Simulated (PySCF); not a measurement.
# C2H8SSi: the cost of one run

Computed with PySCF 2.14.0 and routines of our own; the level stands in each step. Atoms count from 0.

## 1. The system as given

12 atoms, charge 0, multiplicity 1; geometry from: GFN2-xTB.

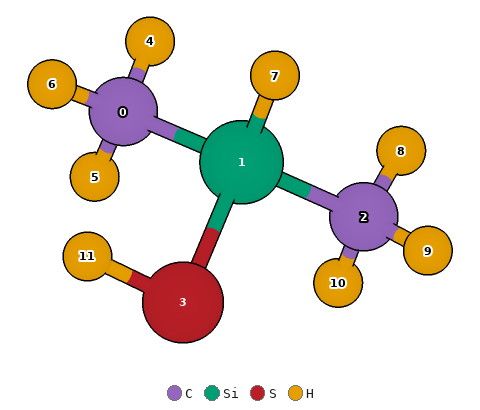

The starting geometry (carbon purple, silicon teal, sulfur red, hydrogen amber).

## 2. Magnetic properties: GIAO PBE0/pcSseg-1

What the job is given:

```
{"job": {"kind": "mag", "xc": "PBE0", "basis": "pcSseg-1", "isotopologues": 4}, "charge": 0, "multiplicity": 1}
C     -0.902771     1.299251    -0.184488
Si    -0.014495    -0.230794     0.504637
C      1.652727    -0.531652    -0.339017
S     -1.213344    -1.987289     0.080757
H     -0.324635     2.197794     0.006553
H     -1.050612     1.223696    -1.258861
H     -1.879320     1.433937     0.273019
H      0.108600    -0.149435     1.962487
H      2.341468     0.284029    -0.142141
H      2.110482    -1.448726     0.019859
H      1.540659    -0.622941    -1.416305
H     -2.367561    -1.468555     0.467475
```

With the program's defaults for keys left out, this is: GIAO PBE0/pcSseg-1 magnetisability, rotational g tensor and spin-rotation constants, non-relativistic, gas phase.

Launch:

```
$ OMP_NUM_THREADS=1 python excited_run.py task.json out
```

This one command runs all jobs of the session in turn.

Q: Estimate the wall time and peak memory of this first job on 1 thread of Arm Neoverse V1, shared host.

About 14 s, with a peak of 0.54 GiB.
